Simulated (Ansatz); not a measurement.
Consider CH5SSb.

Input file:

```
crystal:
  periodic: [false, false, false]
  atoms:
    - { symbol: C, position_ang: [-0.6523, 1.0402, -0.4311] }
    - { symbol: S, position_ang: [-0.8926, -0.11, 0.9137] }
    - { symbol: Sb, position_ang: [0.6402, -1.7155, -0.1015] }
    - { symbol: H, position_ang: [-0.9429, 0.6314, -1.4035] }
    - { symbol: H, position_ang: [0.3597, 1.4035, -0.5331] }
    - { symbol: H, position_ang: [-1.3388, 1.9858, -0.243] }
    - { symbol: H, position_ang: [-0.72398, -2.80913, -0.57758] }
    - { symbol: H, position_ang: [0.52726, -0.9295, -1.67827] }
basis:
  gaussian: { orbitals: def2-mTZVP }
hamiltonian:
  xc: revpbe
  dispersion: d4
relax:
  f_tol: 0.015
  max_steps: 40
output:
  orbitals: {}
```

Launched as:

```sh
ansatz run input.yaml --threads 2 --pin off --max-ram 3072MiB --backend cpu --events-out ev --progress --plain --runs-dir out
```

The fields are those of the relaxed geometry.

Core potentials replace the inner electrons of Sb.

Computed with RKS revPBE-D4/def2-mTZVP (Ansatz 0.2.0).

> What can the converged electron density and electron localisation function tell about the bonding?

C–S (1.84 Å): the density is about 1.1 e/Å³ at the midpoint; the ELF peaks at about 0.90 between the atoms (localised, covalent bonding).
Sb–S (2.46 Å): ρ at the midpoint is about 0.54 e/Å³; the ELF peaks at about 0.85 in the valence shell of S, 0.9 Å from its nucleus, and drops to about 0.20 between the two atoms.
C–H (1.10 Å): the density is about 1.9 e/Å³ at the midpoint; the ELF climbs to about 1 towards the hydrogen, as it does in any bond to H: a covalent bond by its length.

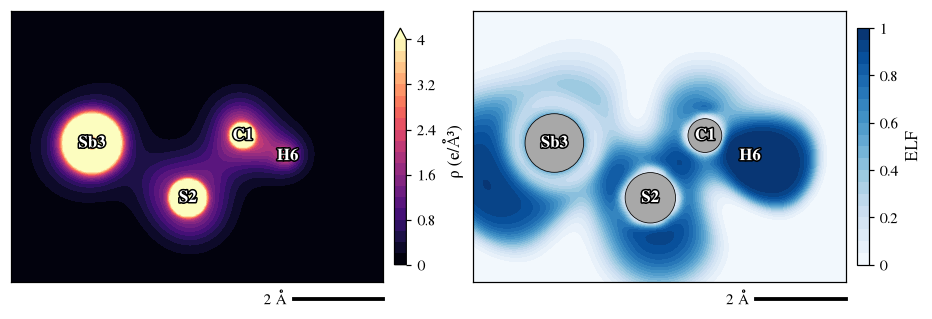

Computed electron density and electron localisation function on the plane of atoms C1, S2 and Sb3, in this order. Grey discs cover the atomic cores in the ELF map. 
